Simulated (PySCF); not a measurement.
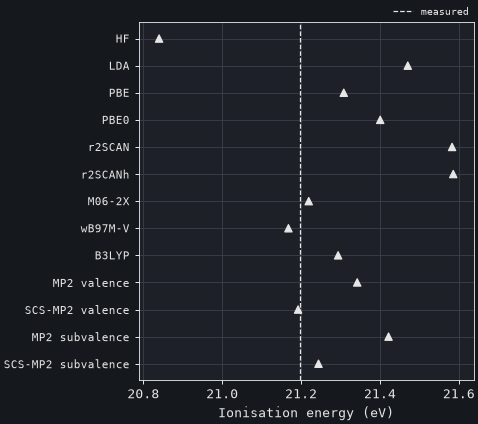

The ionisation energy of an atom or ion with 33 electrons in the configuration [Ar] 3d¹⁰ 4s² 4p³ by several methods. PySCF, x2c-TZVPPall plus 1 diffuse shell for each l, spin-free X2C-1e, unrestricted single determinants, no spin-orbit coupling. Methods marked “valence” freeze 28 core electrons; methods marked “subvalence” freeze 10 core electrons.

Q: Which atom or ion is it?

A: Se⁺. The values run from 20.840 eV (HF) to 21.586 eV (r2SCANh). The measured value is 21.196 ± 0.01 eV; nearest to it come SCS-MP2 valence (−0.004) and M06-2X (+0.023), furthest r2SCANh (+0.390 eV). These values lack spin-orbit coupling; with the first-order correction of −0.30 eV added, LDA comes nearest (−0.021).
